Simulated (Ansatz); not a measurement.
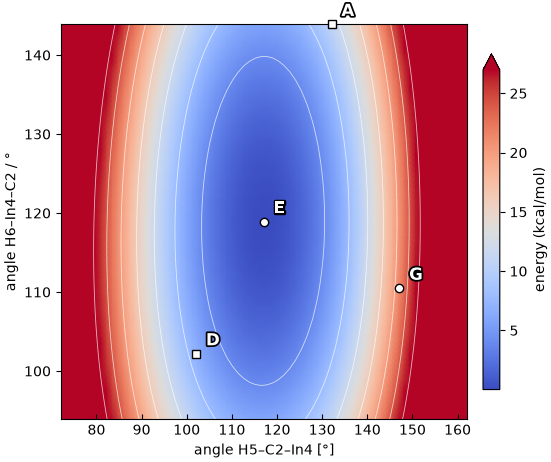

CH3F2In, SMILES F[CH](F)[InH2]. 
- First axis: angle H5–C2–In4. Second axis: angle H6–In4–C2.
- Nothing is relaxed (all other coordinates rigid).
- The scan uses a 7 × 7 grid.
- Points are written as (first, second).
- Energies are in kcal/mol, from the relaxed molecule at the same level.
- Level of theory: RKS PBE0-D4/def2-TZVP in Ansatz.

In the figure: a smooth colour map with a few white contour lines, one colour for all values above the top of the scale, lettered points. Between grid points the surface is interpolated.

What kind of point is each of D, E, G: minimum, saddle, maximum or slope?

D: on a slope; E: minimum; G: on a slope. (In these two coordinates alone; a stationary point may lie a little off the grid point.)

Rank the lettered points by energy, lowest first.

E (0.0 kcal/mol), D (6.9 kcal/mol), A (10.8 kcal/mol), G (21.4 kcal/mol).
